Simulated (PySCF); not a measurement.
**C₃H₈BO: EPR calculation**

C₃H₈BO, multiplicity 2, SMILES B[CH]COC, computed with UKS B3LYP, pcH-1 on B C H O, non-relativistic, mean-field spin-orbit, GIAO (PySCF 2.14.0).

It belongs to a series of runs on one base structure; here: H added to sp2 C.

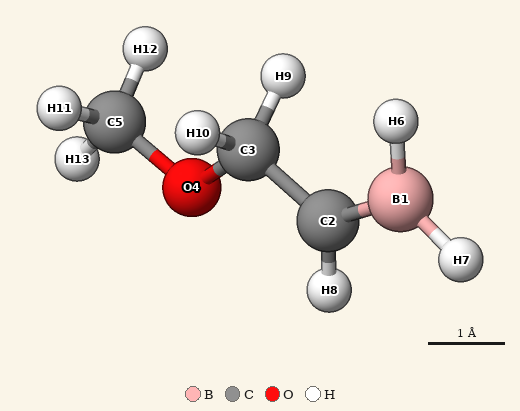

Fig. 1: The input geometry (ball-and-stick view, seen at a tilt; atoms are numbered from 1 in the order of the input). Bond lengths as drawn: B–C 1.51 Å, B–H 1.17 Å, C–C 1.47 Å, C–H 1.08 to 1.11 Å and C–O 1.40 Å.

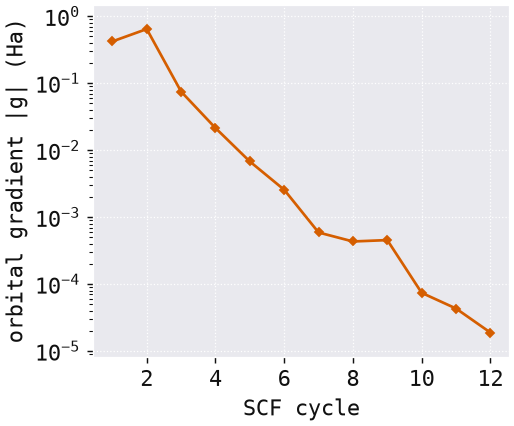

Fig. 2: Convergence of the self-consistent field: orbital gradient |g| against the SCF cycle. All cycles printed in the log are drawn one after another.

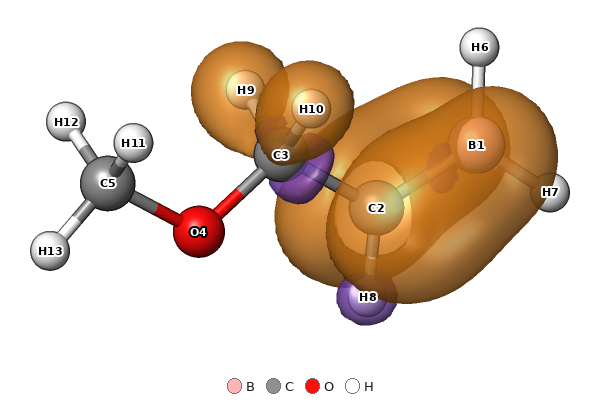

Fig. 3: Isosurfaces of the spin density at +0.015 (orange) and −0.015 e/Å³ (purple), seen at a tilt. The unpaired spin (1 electron) lies mostly on C2 (about 0.6) and B1 (about 0.2), in electrons by Hirshfeld's partition.

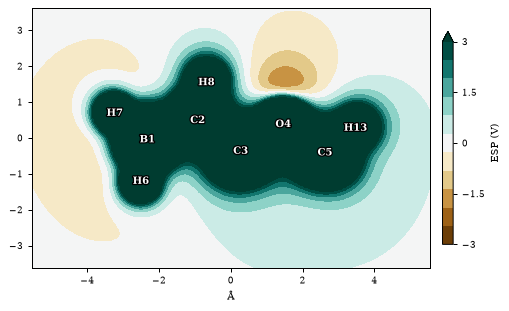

Fig. 4: Molecular electrostatic potential on the plane of atoms C3, O4 and C5. The plane passes through B, C, O and H nuclei.

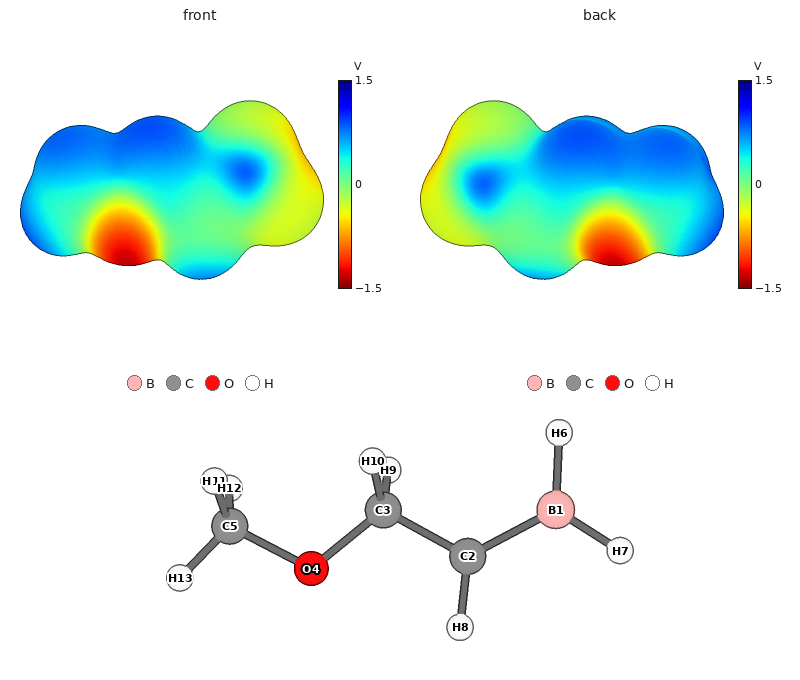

Fig. 5: The molecular electrostatic potential painted on the density surface at 0.002 e/bohr³, seen at a tilt and from behind; the colour scale runs from red (negative) to blue (positive). The bare structure is drawn below in the same view.

The input that produced these results follows, with the program's output.

Input:
```
{"job": {"kind": "epr", "basis": "pcH-1"}, "charge": 0, "multiplicity": 2}
B      2.570869     0.466719     0.405522
C      1.344944    -0.392587     0.217944
C     -0.006045     0.152566    -0.005183
O     -0.968864    -0.857542    -0.162366
C     -2.268534    -0.368141    -0.361512
H      2.474542     1.634360     0.350604
H      3.609825    -0.032046     0.603827
H      1.365778    -1.474234     0.233523
H      0.004710     0.812939    -0.895180
H     -0.280880     0.814969     0.840123
H     -2.606852     0.227921     0.495775
H     -2.328893     0.251293    -1.265491
H     -2.914989    -1.235730    -0.475313
```

The first line tells a small driver script what to run in PySCF; the rest is the geometry in Å.

Launched with:
```bash
OMP_NUM_THREADS=1 python <driver script> task.json out
```

Log:
```
UKS, coarse grid
  cycle   1  E = -219.07222581  |g| = 4.20e-01
  cycle   2  E = -218.99496840  |g| = 6.43e-01
  cycle   3  E = -219.14156460  |g| = 7.48e-02
  cycle   4  E = -219.14388529  |g| = 2.14e-02
  cycle   5  E = -219.14416073  |g| = 6.77e-03
  cycle   6  E = -219.14418567  |g| = 2.56e-03
  cycle   7  E = -219.14419037  |g| = 5.90e-04
UKS, final grid
  cycle   1  E = -219.14423661  |g| = 4.33e-04
  cycle   2  E = -219.14423664  |g| = 4.54e-04
  cycle   3  E = -219.14423674  |g| = 7.41e-05
  cycle   4  E = -219.14423674  |g| = 4.32e-05
  cycle   5  E = -219.14423675  |g| = 1.89e-05
E = -219.14423675 Eh   <S^2> = 0.7525 (exact 0.7500)
g shifts (ppm)      1          2          3
  rmc          -113       -113       -113
  gc             -1         25         18
  oz_so           2        319        764
  total        -113        230        669
hyperfine (MHz)  atom isotope    a_iso     a_fc   dipolar eigenvalues
    0   11B      -6.83      -6.83    -15.08     -8.26     23.34
    1   13C      44.86      44.86    -59.02    -58.61    117.63
    2   13C     -28.60     -28.60     -3.98      0.10      3.88
    3   17O       1.86       1.86     -0.61     -0.36      0.97
    4   13C      -1.18      -1.18     -0.36     -0.10      0.46
    5    1H     -12.72     -12.72     -8.34     -2.76     11.10
    6    1H     -13.45     -13.45     -8.80     -2.54     11.33
    7    1H     -46.03     -46.03    -28.40     -1.59     29.99
    8    1H     124.92     124.92     -5.69     -2.49      8.17
    9    1H     126.56     126.56     -5.78     -2.49      8.27
   10    1H      -0.31      -0.31     -1.20     -1.09      2.29
   11    1H      -0.30      -0.30     -1.19     -1.09      2.28
   12    1H      -0.26      -0.26     -0.80     -0.74      1.54
```

Results in brief:

| quantity | value |
| --- | --- |
| outcome | converged |
| total energy | −219.144237 hartree |
| ⟨S²⟩ | 0.752 |
| isotropic g | 2.0026 |
| hardware | 1 CPU thread, shared host |
| wall time | 59 s |
| peak memory | 0.7 GiB |
